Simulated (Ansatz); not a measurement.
# SiH3Cl (SiClH3): BHLYP/STO-3G

Aim: the electronic atomisation energy of SiH3Cl (SiClH3) at BHLYP/STO-3G, from 4 runs. 

The calculation is run with Ansatz 0.2.0.

41 further runs of the same task are left out: 4 that didn't finish, 37 set aside as unsound or not needed.

### Step 1. The system as given

The species is SiH3Cl (5 atoms), meant as a singlet with charge 0. SMILES: `[H][Si]([H])([H])Cl`. The coordinates come from a GFN2-xTB relaxation.

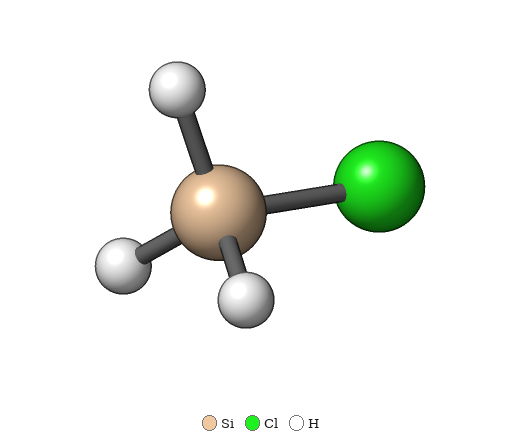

The structure, seen from a chosen angle (silicon light orange, chlorine green, hydrogen white).

### Step 2. A single-point energy at BHLYP/STO-3G

job.yaml reads:

```yaml
crystal:
  periodic: [false, false, false]
  atoms:
    - symbol: Si
      position_ang: [0.000290, 0.001940, -0.129410]
    - symbol: Cl
      position_ang: [0.010690, -0.020840, 1.880630]
    - symbol: H
      position_ang: [1.382330, 0.011210, -0.594910]
    - symbol: H
      position_ang: [-0.700750, 1.203700, -0.566480]
    - symbol: H
      position_ang: [-0.692550, -1.196020, -0.589840]
basis:
  gaussian: {orbitals: STO-3G}
hamiltonian: {xc: {name: BHLYP}}
accuracy: high
```

On the command line:

```
ansatz run job.yaml --threads 1 --pin off --max-ram 2610MiB --events-out events.jsonl --progress --plain --runs-dir runs
```

Standard output:

```text
Warning: RAYON_NUM_THREADS=1 ignored (pool sized by the plan → 1); use --threads N
Functional definition: BHLYP
  name "BHLYP"
  parameter a = 0.5
  exchange = (1 - a)*b88_x + a*exact_x
  correlation = lyp_c
364 factors; integrals over basis functions are off by at most 1.0e-8 eV
mean field evaluation 1: about -20221.9442 eV, gradient 1.6e1 eV
mean field evaluation 2: about -20222.9007 eV, gradient 6.2e0 eV
mean field evaluation 4: about -20223.0388 eV, gradient 1.9e-1 eV
mean field evaluation 8: about -20223.0235 eV, gradient 1.4e-3 eV
mean field -20223.02352063 eV, -743.1824067256 hartree, gradient 1.9e-8 eV, S^2 0.000000; 0 other end points of the search recorded, 0 dependent functions left out
reference -20223.02353859 eV, -743.1824073856 hartree; 17, 17 occupied and 4, 4 virtual orbitals, 364 factors
Total energy: -20223.02353859 eV, -743.1824073856 hartree
```

It took 0.64 s on 1 thread of AMD EPYC 9R14 (Zen 4), shared host.

### Step 3. The Cl atom

in.yaml reads:

```yaml
crystal:
  periodic: [false, false, false]
  atoms:
    - symbol: Cl
      position_ang: [0.000000, 0.000000, 0.000000]
basis:
  gaussian:
    orbitals: STO-3G
magnetization:
  spin_polarized: true
  initial_magnetization: 1
hamiltonian:
  xc: {name: BHLYP}
accuracy: high
```

Run the same way, it converges to -455.14939 Eh (log not shown).

### Step 4. The H atom, same level

input.yaml reads:

```yaml
basis:
  gaussian: {orbitals: STO-3G}
crystal:
  periodic: [false, false, false]
  atoms:
    - {symbol: H, position_ang: [0.000000, 0.000000, 0.000000]}
magnetization: {spin_polarized: true, initial_magnetization: 1}
hamiltonian: {xc: {name: BHLYP}}
accuracy: high
```

Run the same way, it converges to -0.46466 Eh (log not shown).

### Step 5. The Si atom, same level

molecule.yaml reads:

```yaml
crystal:
  periodic: [false, false, false]
  atoms:
    - {symbol: Si, position_ang: [0.000000, 0.000000, 0.000000]}
basis:
  gaussian:
    orbitals: STO-3G
total_charge: 0
magnetization:
  spin_polarized: true
  initial_magnetization: 2
hamiltonian:
  xc: {name: BHLYP}
accuracy: high
```

On the command line:

```
ansatz run molecule.yaml --threads 1 --pin off --max-ram 2610MiB --events-out events.jsonl --progress --plain --runs-dir runs
```

Standard output:

```text
Warning: RAYON_NUM_THREADS=1 ignored (pool sized by the plan → 1); use --threads N
Functional definition: BHLYP
  name "BHLYP"
  parameter a = 0.5
  exchange = (1 - a)*b88_x + a*exact_x
  correlation = lyp_c
42 factors; integrals over basis functions are off by at most 1.8e-9 eV
mean field evaluation 1: about -7781.2461 eV, gradient 4.4e-1 eV
mean field evaluation 2: about -7781.2466 eV, gradient 1.7e-2 eV
mean field evaluation 4: about -7781.2467 eV, gradient 1.3e-3 eV
mean field evaluation 8: about -7781.2467 eV, gradient 1.0e-8 eV
mean field -7781.24668017 eV, -285.9555411778 hartree, gradient 1.0e-8 eV, S^2 2.000000; 0 other end points of the search recorded, 0 dependent functions left out
reference -7781.24669406 eV, -285.9555416883 hartree; 8, 6 occupied and 1, 3 virtual orbitals, 42 factors
Total energy: -7781.24669406 eV, -285.9555416883 hartree
```

It took 0.24 s on 1 thread of AMD EPYC 9R14 (Zen 4), shared host.

### Step 6. What came out

At BHLYP/STO-3G:

| quantity | value |
| --- | --- |
| molecule: total energy | -743.18241 Eh |
| Cl atom: total energy | -455.14939 Eh |
| Cl atom: ⟨S²⟩ | 0.750 |
| H atom: total energy | -0.46466 Eh |
| H atom: ⟨S²⟩ | 0.750 |
| Si atom: total energy | -285.95554 Eh |
| Si atom: ⟨S²⟩ | 2.000 |
| electronic atomisation energy | 18.599 eV |

In words: Taking the molecule apart into free atoms costs 18.60 eV (429 kcal/mol), before zero-point energy and without spin-orbit coupling. In a minimal basis such a difference can be off by several eV, whatever the method.
